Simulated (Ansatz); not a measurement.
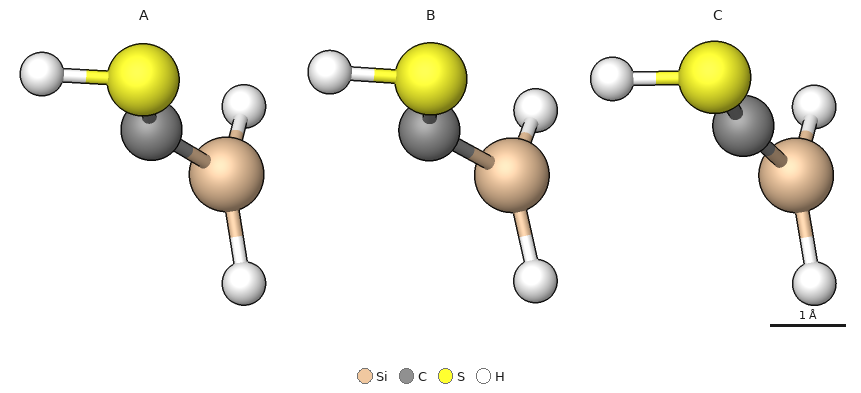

3 geometries from one relaxation of CH3SSi (charge +1), in shuffled order. The picture is a ball-and-stick view, seen from a free direction.

Computed with Ansatz, RKS PBE0-D4/def2-TZVP. Set-up: force threshold 0.005 eV/Å; at most 200 steps.

### Put them in the order of the run, from the start to the converged end.

B, A, C. They are steps 0, 2, 11, at +21.5 kJ/mol, +6.69 kJ/mol relative to the last. The atom that moves furthest after the best rigid fit is the C atom (0.39 Å). By element the largest moves are C 0.39 Å, H 0.23 Å, S 0.06 Å, Si 0.04 Å. Near-neighbour distances that change, for instance: C–Si 1.795 → 1.709 Å, C–S 1.615 → 1.571 Å, H–Si 1.450 → 1.469 Å. Among the angles between lasting bonds that change: Si–C–S 141.4° → 169.7°, H–Si–H 121.2° → 125.6°, C–S–H 98.7° → 102.2°. After 7 accepted moves (11 points after the start) the energy has fallen by 21.5 kJ/mol. Largest force component: 1.4 eV/Å at the start, 0.0022 eV/Å at the end. The line search rejected the trial steps at points 4, 6, 7, 10 of the run.
